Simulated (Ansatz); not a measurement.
# HNOZn (triplet): what the fields show

Input file:

```
crystal:
  periodic: [false, false, false]
  atoms:
    - symbol: N
      position_ang: [-2.401931, -0.943024, -1.031254]
    - symbol: O
      position_ang: [-3.517513, -1.257603, -1.375091]
    - symbol: Zn
      position_ang: [-0.814981, -0.205962, -1.577338]
    - symbol: H
      position_ang: [0.557980, 0.364928, -1.811028]
basis:
  gaussian: {orbitals: def2-TZVPD}
magnetization: {spin_polarized: true, initial_magnetization: 2}
hamiltonian: {xc: {name: PBE0}}
output: {forces: true, orbitals: {seedname: orbitals}}
```

Launched as:

```sh
ansatz run input.yaml --threads 2 --pin off --max-ram 4350MiB --events-out events.jsonl --progress --plain --runs-dir runs
```

Geometry: r2SCAN-D4/def2-TZVP.

All numbers below come from isolated molecule in a Gaussian basis; Kohn-Sham density functional theory, functional PBE0 in Ansatz.

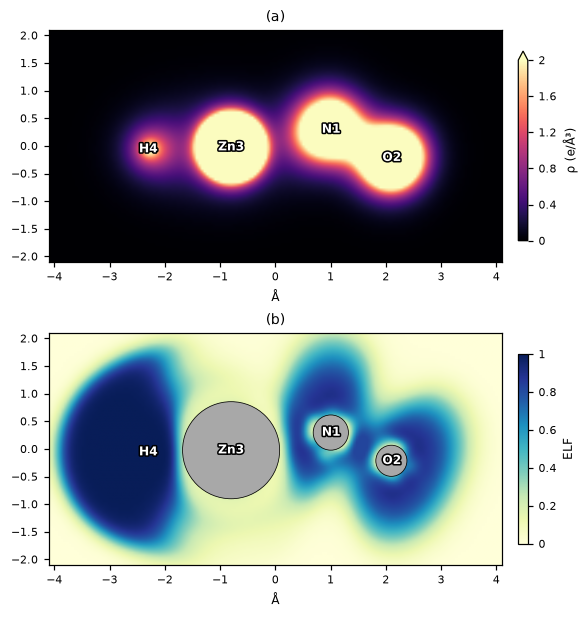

Figure 1. (a) electron density; (b) ELF on the molecular plane. Grey discs cover the atomic cores in the ELF map.

Interpret the plot.

Answer. The section cuts through N, O, Zn and H sites.
N–O (1.21 Å): the density is about 3.5 e/Å³ at the midpoint; the ELF peaks at about 0.80 between the atoms, as expected for a covalent bond.
Zn–N (1.83 Å): the density is about 0.83 e/Å³ at the midpoint; the ELF peaks at about 0.85 in the valence shell of N, 0.6 Å from its nucleus, and is about 0.20 at the midpoint.
Zn–H (1.51 Å): ρ at the midpoint is about 1.2 e/Å³; the ELF climbs to about 1 towards the hydrogen.
The ELF also peaks beside O2 and N1, away from the bonds: non-bonding electrons, paired or unpaired.

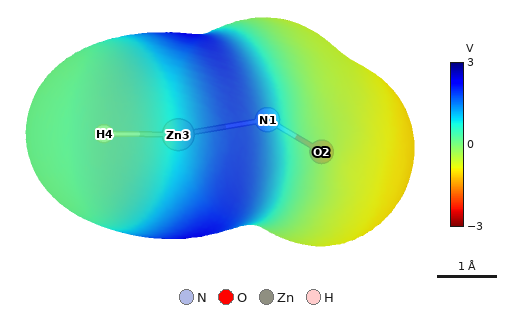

Figure 2. The molecular electrostatic potential painted on the density surface at 0.002 e/bohr³, seen at a tilt; the colour scale runs from red (negative) to blue (positive).

Which sites attract a positive test charge, and which a negative one?

Answer. A positive charge is drawn to the negative regions and a negative charge to the positive ones. The most negative region (about −1.1 V) lies over O2, the most positive (about +2.3 V) over Zn3. O2 is the likeliest acceptor of a hydrogen bond.

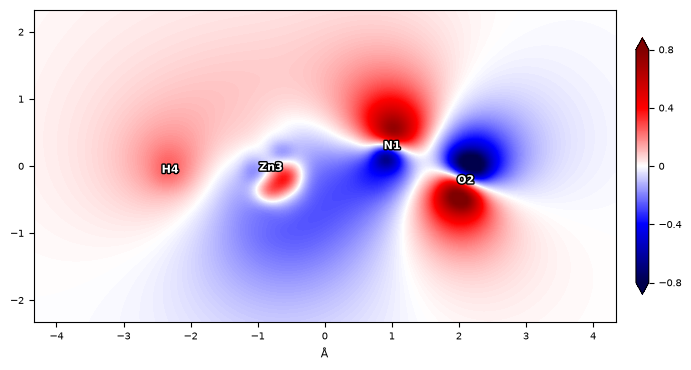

Figure 3. The LUMO (β) on the molecular plane (values in Å⁻³ᐟ²; the overall sign is arbitrary).

What is the character of this orbital?

Answer. By Hirshfeld shares it lies mainly on Zn3 (about 40 %), N1 (about 25 %) and O2 (about 25 %). Its energy is −1.95 eV.
